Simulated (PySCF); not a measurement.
H₁₀Si₃, SMILES `[SiH4].[SiH3][SiH3]`.

Computed with PySCF, B3LYP/def2-TZVP, geometry: an unrelaxed start of a pair search.

Input script:

```python
import numpy as np
from pyscf import gto, scf, dft
from pyscf.scf import atom_ks, atom_hf
from scipy.linalg import block_diag

def solve(mol, dm0=None, hcore=None):
    mf = (dft.UKS if mol.spin else dft.RKS)(mol, xc='b3lyp')
    mf.grids.level = 3
    mf = mf.density_fit(auxbasis='def2-universal-jkfit')
    mf.conv_tol, mf.max_cycle = 1e-8, 80
    if hcore is not None:
        mf.get_hcore = lambda *args: hcore
    mf.kernel(dm0)
    if not mf.converged:
        mf = mf.newton().run(mf.mo_coeff, mf.mo_occ, max_cycle=30)
    assert mf.converged, 'SCF not converged'
    return mf

mol = gto.M(atom='''
Si    -2.80499    -0.19897    -0.00008
H     -1.80285    -0.91219    -0.79048
H     -2.37856    -0.14149     1.39656
H     -4.08133    -0.90571    -0.08833
H     -2.97285     1.15667    -0.51636
Si     1.10360     1.19306     0.00014
Si     1.86539    -0.98188     0.00048
H      0.12790     1.45186    -1.06259
H      0.45794     1.56152     1.26265
H      2.19002     2.16020    -0.19810
H      2.31515    -1.41372    -1.32728
H      0.84044    -1.94106     0.42058
H      3.00807    -1.18702     0.89573
''', basis='def2-tzvp', charge=0, spin=0, verbose=4)
mf = solve(mol)
mf.analyze()
# spherically averaged free atoms, for the promolecule
atm = atom_ks.get_atm_nrks(mol, xc='b3lyp')
pro = block_diag(*[(atm[a[0]][2] * atm[a[0]][3]) @ atm[a[0]][2].T for a in mol._atom])
np.savez('result.npz', e=mf.e_tot, c=mf.mo_coeff, occ=mf.mo_occ, eps=mf.mo_energy, pro=pro, dip=mf.dip_moment(verbose=0), s2=mf.spin_square()[0])
```

Launched as:

```sh
OMP_NUM_THREADS=1 python input.py
```

The run took 20 s on 1 thread of Intel(R) Xeon(R) Platinum 8259CL CPU @ 2.50GHz (Skylake/Cascade Lake) (shared host), peak memory 0.66 GiB.

Partitions, critical points and surface values were worked out afterwards from this run's density.

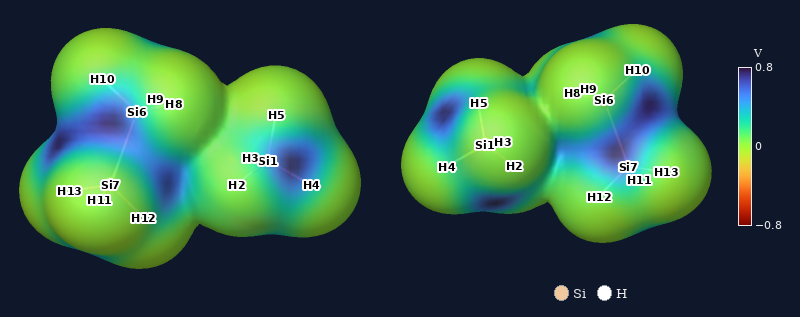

Electrostatic potential on the surface of electron density 0.001 a.u. (back view left, front view right).

Where are the extremes of the potential on the surface?

Answer. Highest: 0.77 V, near H8 (2.08 Å), Si6 (2.13 Å) and H10 (2.19 Å). Lowest: −0.04 V, 1.5 Å from H11. Further minima include −0.03 V, 1.5 Å from H5; −0.03 V, 1.5 Å from H12. The surface is sampled at points, so like sites can differ by a few per cent and only the strongest of them is named.

What volume does the surface enclose, and what is the dipole moment?

Answer. About 171 Å³; the dipole moment is 0.0 D.
